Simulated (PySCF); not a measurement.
**GePH$_{4}$Br: geometry relaxation**

The run: geometry relaxation of GePH$_{4}$Br. Method and program: PBE0-D3(BJ)/def2-SVP geometry optimisation, gas phase (PySCF 2.14.0).

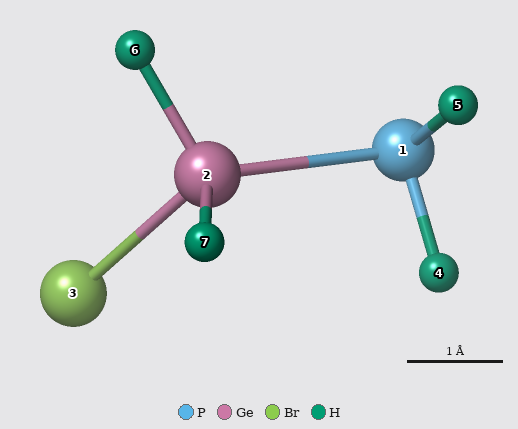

Fig. 1: The starting structure (ball-and-stick view, seen at a tilt; atoms are numbered from 1 in the order of the input). Sticks mark near contacts. Bond lengths as drawn: Br–Ge 2.30 Å, Ge–H 1.53 Å, Ge–P 2.34 Å and H–P 1.37 to 1.38 Å.

Input file
```
{"job": {"xc": "PBE0", "basis": "def2-SVP", "d3": "d3bj", "grid": 1, "shake": 0.01, "kind": "geom"}, "charge": 0, "multiplicity": 1}
P      1.455930    -0.363590    -0.677570
Ge    -0.680670     0.289210     0.005480
Br    -2.216080    -1.311370    -0.604450
H      1.561440    -1.308980     0.305250
H      2.036930     0.619000     0.106650
H     -1.189820     1.555200    -0.683460
H     -0.933790     0.491420     1.498170
```

The first line tells a small driver script what to run in PySCF; the rest is the geometry in Å.

Launched with:
```bash
OMP_NUM_THREADS=1 python <driver script> task.json out
```

Output
```
step   0  E = -4993.58784695  max force = 0.029288
step   1  E = -4993.59160616  max force = 0.006100
step   2  E = -4993.59192653  max force = 0.001002
step   3  E = -4993.59193213  max force = 0.001342
step   4  E = -4993.59192135  max force = 0.001529
step   5  E = -4993.59193965  max force = 0.000717
step   6  E = -4993.59195141  max force = 0.000417
step   7  E = -4993.59196192  max force = 0.000328
optimisation converged
```

Trajectory as extended XYZ (Å, eV, eV/Å), 8 frames, from step=0 to step=7
```
7
Properties=species:S:1:pos:R:3:forces:R:3 step=0 energy=-135882.44653
P     1.4559   -0.3636   -0.6776   -0.8256   0.3648  -1.5061
Ge   -0.6807    0.2892    0.0055   -0.0807   0.0831  -0.0181
Br   -2.2161   -1.3114   -0.6045   -0.0558  -0.2716  -0.1659
H     1.5614   -1.3090    0.3053    0.0752  -1.0529   1.0474
H     2.0369    0.6190    0.1066    0.4982   0.7761   0.5691
H    -1.1898    1.5552   -0.6835    0.1799   0.1760  -0.2267
H    -0.9338    0.4914    1.4982    0.2086  -0.0755   0.3002
7
Properties=species:S:1:pos:R:3:forces:R:3 step=1 energy=-135882.54882
P     0.9504   -0.4111   -1.3931    0.1921  -0.0889   0.3137
Ge   -1.2067    0.2614   -0.8856    0.0296   0.0576   0.0100
Br   -2.6204   -1.3496   -1.7710   -0.0135   0.0398   0.1026
H     1.0098   -1.3884   -0.3276   -0.0599   0.2645  -0.2649
H     1.5299    0.6314   -0.5796   -0.0943  -0.1729  -0.1259
H    -1.5185    1.5825   -1.6201    0.0061  -0.0832   0.0694
H    -1.4910    0.3703    0.6276   -0.0602  -0.0170  -0.1050
7
Properties=species:S:1:pos:R:3:forces:R:3 step=2 energy=-135882.55754
P     0.9583   -0.4145   -1.4047    0.0188  -0.0128   0.0411
Ge   -1.1971    0.2641   -0.8837    0.0515  -0.0096  -0.0268
Br   -2.6326   -1.3421   -1.7320   -0.0267   0.0056   0.0510
H     0.9982   -1.3778   -0.3470   -0.0129   0.0285  -0.0488
H     1.5363    0.6158   -0.5920   -0.0087  -0.0275  -0.0272
H    -1.5162    1.5795   -1.6108   -0.0082   0.0150  -0.0030
H    -1.4935    0.3716    0.6208   -0.0138   0.0008   0.0137
7
Properties=species:S:1:pos:R:3:forces:R:3 step=3 energy=-135882.55769
P     0.9564   -0.4229   -1.4224   -0.0374   0.0219  -0.0690
Ge   -1.1896    0.2700   -0.8802    0.0097  -0.0079  -0.0064
Br   -2.6552   -1.3301   -1.6852   -0.0104   0.0068   0.0177
H     0.9904   -1.3842   -0.3706    0.0003  -0.0621   0.0384
H     1.5446    0.5985   -0.6114    0.0196   0.0180   0.0065
H    -1.5145    1.5855   -1.6050   -0.0024   0.0081  -0.0105
H    -1.4787    0.3799    0.6254    0.0206   0.0152   0.0234
7
Properties=species:S:1:pos:R:3:forces:R:3 step=4 energy=-135882.55740
P     0.9485   -0.4340   -1.4408   -0.0433   0.0231  -0.0786
Ge   -1.1844    0.2766   -0.8740   -0.0200  -0.0018   0.0156
Br   -2.6773   -1.3136   -1.6456    0.0022   0.0026  -0.0048
H     0.9827   -1.3975   -0.3917    0.0027  -0.0692   0.0475
H     1.5522    0.5809   -0.6337    0.0238   0.0191   0.0115
H    -1.5113    1.5921   -1.5984    0.0005   0.0048  -0.0102
H    -1.4569    0.3921    0.6348    0.0342   0.0213   0.0188
7
Properties=species:S:1:pos:R:3:forces:R:3 step=5 energy=-135882.55790
P     0.9406   -0.4413   -1.4506   -0.0214   0.0078  -0.0369
Ge   -1.1833    0.2812   -0.8690   -0.0251   0.0047   0.0224
Br   -2.6869   -1.3039   -1.6299    0.0040   0.0027  -0.0038
H     0.9777   -1.4079   -0.4014   -0.0013  -0.0335   0.0147
H     1.5565    0.5707   -0.6470    0.0144   0.0004   0.0007
H    -1.5097    1.5969   -1.5942    0.0015  -0.0009  -0.0035
H    -1.4415    0.4010    0.6427    0.0280   0.0188   0.0064
7
Properties=species:S:1:pos:R:3:forces:R:3 step=6 energy=-135882.55822
P     0.9385   -0.4415   -1.4507   -0.0114   0.0008  -0.0206
Ge   -1.1844    0.2825   -0.8681   -0.0160   0.0016   0.0212
Br   -2.6834   -1.3058   -1.6317   -0.0018   0.0076   0.0024
H     0.9761   -1.4093   -0.4011   -0.0033  -0.0174  -0.0003
H     1.5574    0.5698   -0.6480    0.0110  -0.0057  -0.0027
H    -1.5109    1.5980   -1.5938    0.0001  -0.0034  -0.0021
H    -1.4400    0.4029    0.6441    0.0214   0.0165   0.0022
7
Properties=species:S:1:pos:R:3:forces:R:3 step=7 energy=-135882.55850
P     0.9362   -0.4418   -1.4506   -0.0060  -0.0019  -0.0168
Ge   -1.1858    0.2843   -0.8669   -0.0013  -0.0040   0.0169
Br   -2.6784   -1.3086   -1.6339   -0.0095   0.0133   0.0097
H     0.9735   -1.4102   -0.4012   -0.0041  -0.0106  -0.0060
H     1.5596    0.5680   -0.6494    0.0091  -0.0064  -0.0020
H    -1.5128    1.5993   -1.5931   -0.0021  -0.0037  -0.0026
H    -1.4388    0.4055    0.6456    0.0139   0.0133   0.0008
```

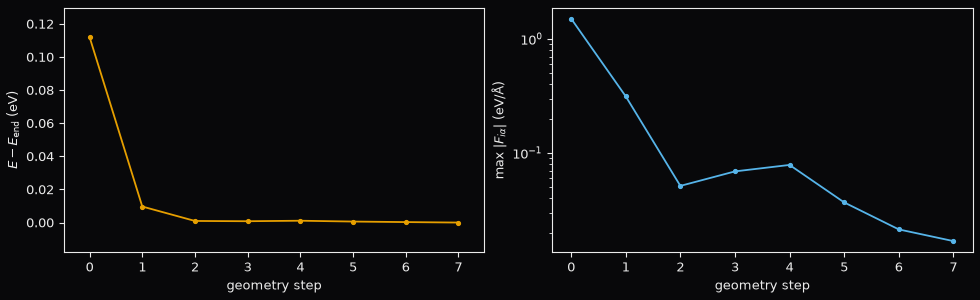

Fig. 2: Progress of the relaxation, step by step (steps are counted from 0).

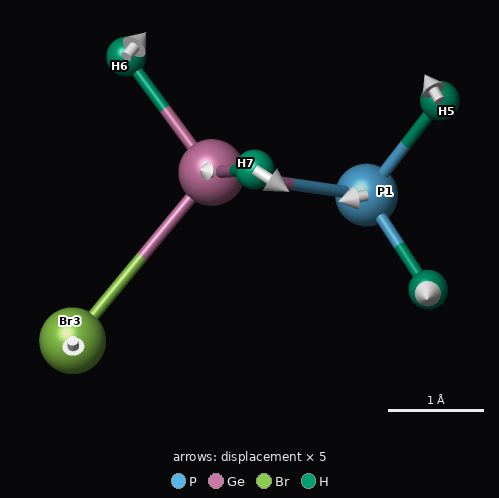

Fig. 3: The starting structure with the displacements as white arrows, magnified 5 times (ball-and-stick view, seen at a tilt). The two geometries are laid on each other by the best rigid fit. H7 moves most after the best rigid fit: 0.087 Å. Largest moves by element: H 0.087 Å, P 0.065 Å, Br 0.054 Å, Ge 0.035 Å. Among the contacts that change: P1–H4 1.368 → 1.429 Å, P1–H5 1.385 → 1.432 Å, P1–Ge2 2.336 → 2.317 Å, Ge2–Br3 2.300 → 2.314 Å. Among the angles that change: H6–Ge2–H7 106.0° → 111.2°, P1–Ge2–H6 113.8° → 110.1°, Br3–Ge2–H6 103.6° → 107.2°. After 7 geometry steps the energy has fallen by 0.112 eV. Largest force component: 1.5 eV/Å at the start, 0.017 eV/Å at the end. (Atoms are counted from 1 in the order of the input.)

Results in brief

- outcome: converged
- total energy: −4993.591962 hartree
- dipole moment: 2.29 D
- point group: C1
- hardware: 1 CPU thread, shared host
- wall time: 38 s
- peak memory: 0.43 GiB
